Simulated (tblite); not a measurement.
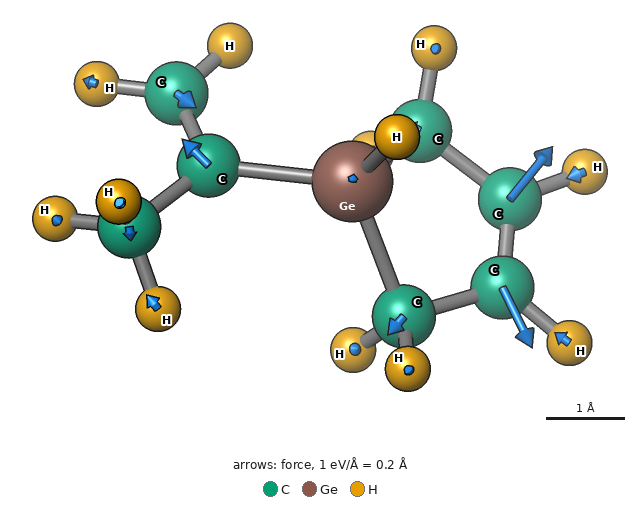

Starting geometry of C7H12Ge with the computed forces as blue arrows. Style: ball-and-stick. Shown at a tilt.

Level of theory: tblite 0.8.0, GFN2-xTB geometry optimisation, gas phase. 

> Is this structure relaxed? If not, where do the atoms go?

It isn't relaxed: the largest force vector, on a C atom, is 5.04 eV/Å. The final displacements have little in common with the starting forces (cosine between the two patterns 0.08). An H atom moves most after the best rigid fit: 1.46 Å. Largest moves by element: H 1.46 Å, C 0.64 Å, Ge 0.09 Å. Some distances before and after: C–Ge 1.893 → 1.978 Å, C–Ge 1.933 → 1.995 Å, C–H 1.140 → 1.082 Å, C–C 1.272 → 1.323 Å. Among the angles between lasting bonds that change: C–Ge–C 106.8° → 116.6°, C–Ge–H 117.0° → 108.6°, C–C–Ge 123.6° → 115.6°. Groups turn about C–Ge by about 45°, C–Ge by about 45°, C–C by about 40°. Over 141 geometry steps the energy falls by 0.795 eV. The run took 2.2 s on 1 thread of Intel(R) Xeon(R) Processor, on a shared host.
